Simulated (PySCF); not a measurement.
C6H5Cl5Si2, SMILES Cl[SiH](Cl)c1ccc([Si](Cl)(Cl)Cl)cc1 at its GFN2-xTB optimised geometry (Å):

```
18

Si     1.4696    -3.0816     0.0000
Cl     0.8048    -4.0440    -1.6443
Cl     0.8050    -4.0381     1.6480
C      0.7874    -1.3163     0.0000
C     -0.5863    -1.0823     0.0000
C     -1.0939     0.2024     0.0066
C     -0.2454     1.3078     0.0132
C      1.1300     1.0744     0.0105
C      1.6342    -0.2110     0.0042
Si    -0.9061     3.0812     0.0285
Cl    -2.9257     3.0816     0.0413
Cl    -0.2481     4.0642    -1.6137
Cl    -0.2295     4.0386     1.6784
H      2.9257    -3.0816     0.0000
H     -1.2701    -1.9192    -0.0043
H     -2.1633     0.3503     0.0075
H      1.8122     1.9119     0.0141
H      2.7039    -0.3601     0.0030
```

Method: PBE0/def2-SVP (PySCF 2.14.0). Cells within 0.4 Å of a nucleus heavier than hydrogen are left out (blank, or x).

Map of the electron localisation function on the plane z = 0.0 Å:

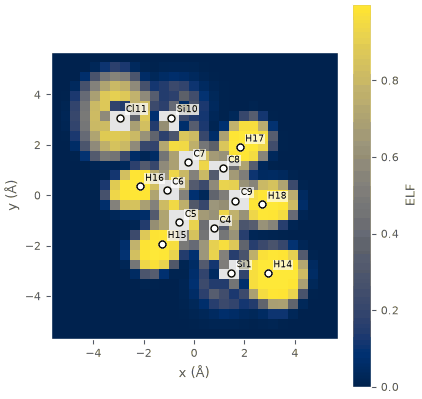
Electron localisation function on the plane z = 0.0 Å.
